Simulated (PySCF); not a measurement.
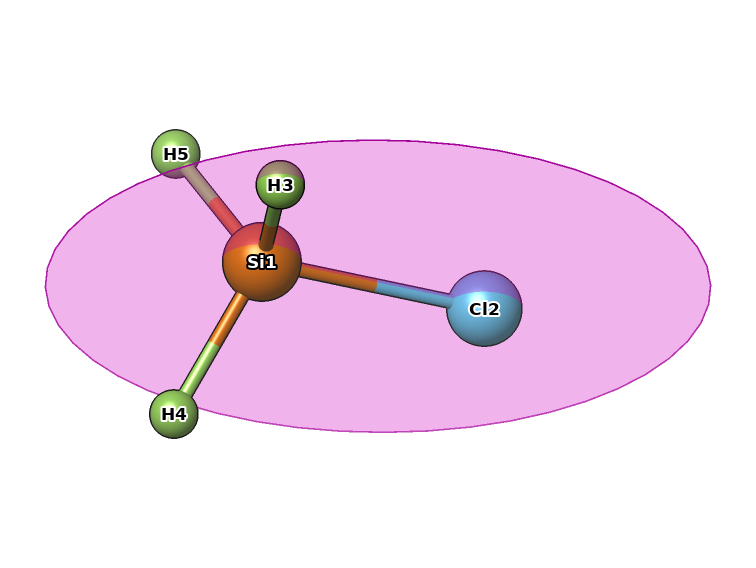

A disc through the centre of mass is drawn in. Distant atoms are faded towards the background colour. The computed structure is the end point of a PBE0-D3(BJ)/def2-SVP optimisation. No frequency run is at hand to confirm it as a minimum.

Q: Is the plane of the disc a mirror plane of the structure?

A: Yes. The reflection leaves Si1, Cl2, H3 in place and moves H4 ↔ H5. The point group is C3v.
